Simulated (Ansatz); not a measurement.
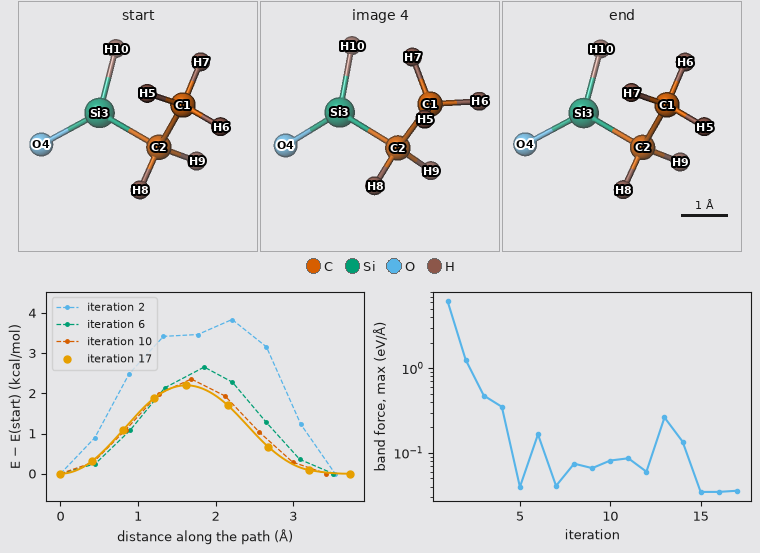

NEB run on C₂H₆OSi. Images are numbered from 0 (start) to 8 (end). The plot follows the band through its iterations. A ball-and-stick model, seen from a free direction.

These are results of Ansatz, RKS revPBE/def2-SVP, not measurements. Settings: 7 movable images; climbing image; force threshold 0.05 eV/Å; iteration limit 60; starting path through a guess of the saddle point.

How did the profile develop, and is the result final?

Answer. The result is final at these settings. The band converged in 17 iterations. The largest component of the band force went from 6.2 to 0.036 eV/Å. The climbing image converged on the top of the path. Its vibrational analysis gives one imaginary mode (211i cm⁻¹), as a transition state must have. The first iteration put the highest image at 25.35 kcal/mol. The barrier is about 2.20 kcal/mol in both directions, with image 4 at the top; the ends have the same energy.
